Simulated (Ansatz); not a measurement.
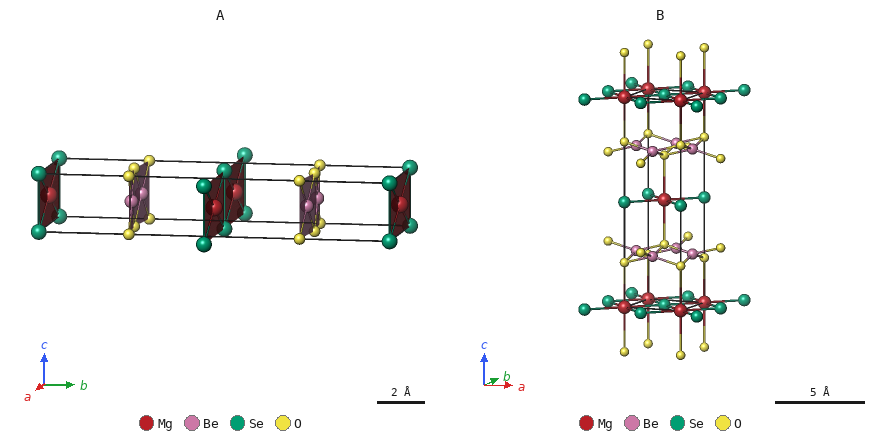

Two structures of MgBe$_{2}$SeO$_{2}$, each relaxed to rest (conventional cells in solid outline, small ones repeated, not to one scale). Method: DFT PBE, scalar-relativistic, plane waves, PAW in Ansatz, without spin polarisation.

Question: What are A and B?

Answer: A: 12 atoms a cell on a base-centred orthorhombic lattice, Cmmm. B: 12 atoms a cell on a body-centred tetragonal lattice, I4/mmm.

Question: Compare their energies: which is lower?

Answer: B is lower, by 408 meV/atom at this level of theory (energies at zero smearing). Volumes: A 15.7, B 11.8 Å³/atom.

One or both may be structure types tried for this composition rather than known phases.
